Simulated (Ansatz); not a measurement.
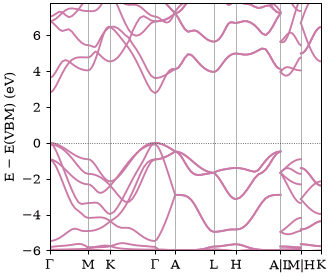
Figure: Band structure from r²SCAN (plane waves, PAW; program Ansatz)

Q: Read off the gap and where the band edges lie.

A: About 2.8 eV (2.78 eV by a search for the band edges); maximum at Γ, minimum at Γ.

The material is ZnS (wurtzite, space group No. 186).

Space group P6_3mc (wurtzite). The r²SCAN relaxation kept the symmetry of its start; phonons on a q-mesh show no instability.

Potentials: the later of the program's two PAW sets.
